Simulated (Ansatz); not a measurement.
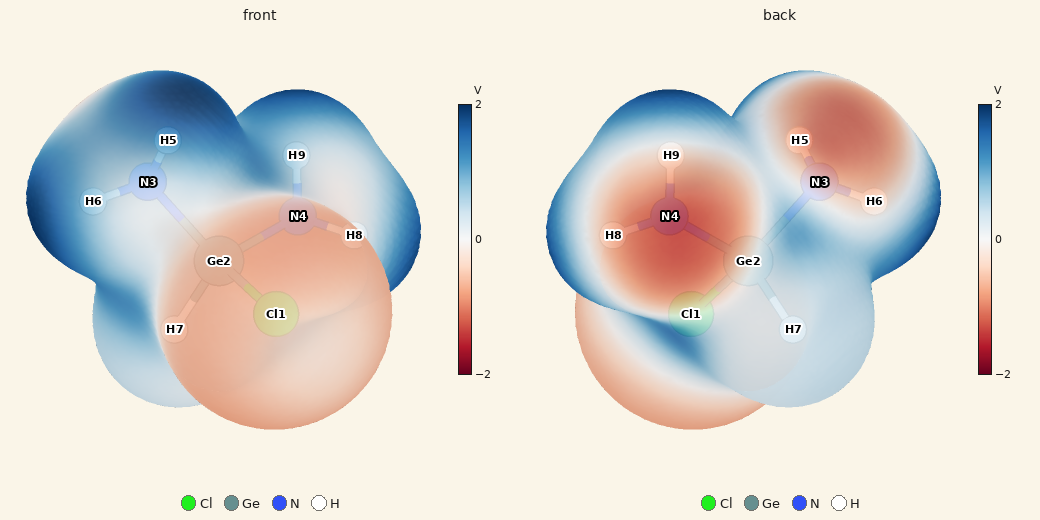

ClGeH5N2. The electrostatic potential painted on the density surface at 0.002 e/bohr³, seen from the front and from behind; the colour scale runs from red (negative) to blue (positive).

Geometry: B3LYP-D3(BJ)/def2-SVP.

The calculation used isolated molecule in a Gaussian basis; Kohn-Sham density functional theory, functional PBE0 in Ansatz 0.2.0.

The calculation's input:

```
crystal:
  periodic: [false, false, false]
  atoms:
    - {symbol: Cl, position_ang: [0.135096, -1.728867, 1.525845]}
    - {symbol: Ge, position_ang: [-0.864692, -2.088290, -0.411471]}
    - {symbol: "N", position_ang: [-2.682202, -1.940511, -0.320788]}
    - {symbol: N, position_ang: [-0.272570, -0.820678, -1.584389]}
    - {symbol: H, position_ang: [-3.023355, -1.112951, 0.165744]}
    - {symbol: H, position_ang: [-3.156118, -2.758953, 0.057086]}
    - {symbol: H, position_ang: [-0.500998, -3.522500, -0.810253]}
    - {symbol: H, position_ang: [0.582153, -0.343204, -1.306088]}
    - {symbol: H, position_ang: [-0.984575, -0.132931, -1.823711]}
basis:
  gaussian:
    orbitals: def2-TZVPD
hamiltonian:
  xc: {name: PBE0}
output:
  forces: true
  orbitals: {seedname: orbitals}
```

Run with:

```sh
ansatz run input.yaml --threads 2 --pin off --max-ram 4350MiB --events-out events.jsonl --progress --plain --runs-dir runs
```

> Which sites attract a positive test charge, and which a negative one?

A positive charge is drawn to the negative regions and a negative charge to the positive ones. The most negative region (about −1.3 V) lies over N4, the most positive (about +2.0 V) over H5 and H6. N4 is the likeliest acceptor of a hydrogen bond.
